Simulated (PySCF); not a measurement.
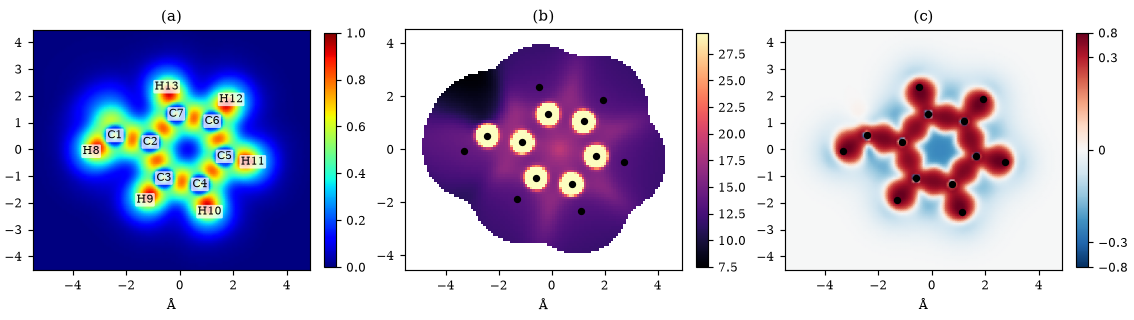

*C7H6, triplet, SMILES `[CH]c1ccccc1`. Three fields in the molecular plane. (c): red positive, blue negative.*

PySCF calculation, B3LYP/aug-cc-pVDZ, gas phase; geometry: GFN2-xTB. No frequency check shows the geometry to be a minimum. The stability of the open-shell solution wasn't checked. GFN2-xTB doesn't know the spin state, so this open-shell geometry is rough.

The calculation's input:

```python
import numpy as np
from pyscf import gto, scf, dft
from pyscf.scf import atom_ks, atom_hf
from scipy.linalg import block_diag

def solve(mol, dm0=None, hcore=None):
    mf = (dft.UKS if mol.spin else dft.RKS)(mol, xc='b3lyp')
    mf.grids.level = 3
    mf = mf.density_fit(auxbasis='def2-universal-jkfit')
    mf.conv_tol, mf.max_cycle = 1e-8, 80
    if hcore is not None:
        mf.get_hcore = lambda *args: hcore
    mf.kernel(dm0)
    if not mf.converged:
        mf = mf.newton().run(mf.mo_coeff, mf.mo_occ, max_cycle=30)
    assert mf.converged, 'SCF not converged'
    return mf

mol = gto.M(atom='''
C     -2.40484     0.14281     0.00000
C     -1.05872     0.07679     0.00000
C     -0.37210    -1.18885     0.00000
C      0.99503    -1.24160     0.00000
C      1.76234    -0.07842     0.00000
C      1.12700     1.16142     0.00000
C     -0.23980     1.24853     0.00000
H     -3.20471    -0.56180     0.00000
H     -0.96433    -2.09127     0.00000
H      1.48708    -2.20467     0.00000
H      2.83955    -0.13914     0.00000
H      1.72124     2.06409     0.00000
H     -0.73230     2.20872     0.00000
''', basis='aug-cc-pvdz', charge=0, spin=2, verbose=4)
mf = solve(mol)
mf.analyze()
# spherically averaged free atoms, for the promolecule
atm = atom_ks.get_atm_nrks(mol, xc='b3lyp')
pro = block_diag(*[(atm[a[0]][2] * atm[a[0]][3]) @ atm[a[0]][2].T for a in mol._atom])
np.savez('result.npz', e=mf.e_tot, c=mf.mo_coeff, occ=mf.mo_occ, eps=mf.mo_energy, pro=pro, dip=mf.dip_moment(verbose=0), s2=mf.spin_square()[0])
```

Command:

```sh
OMP_NUM_THREADS=1 python input.py
```

The run took 68 s on 1 thread of AMD EPYC 7R43 64-Core Processor (Zen 3), on a shared host, peak memory 0.84 GiB.

Partitions, critical points and surface values were worked out afterwards from this run's density.

The panels show, in some order, the deformation density, average local ionisation energy and localised orbital locator (LOL). Which is which?

Answer. (a) is the localised orbital locator (LOL): it runs from 0 to 1, peaks where electrons are localised, as in bonds, and fades smoothly outside. (b) is the average local ionisation energy: it is high near the heavier nuclei and lowest where loosely bound electrons reach out. (c) is the deformation density: it has both signs, with gains where valence electrons gather and losses around them.
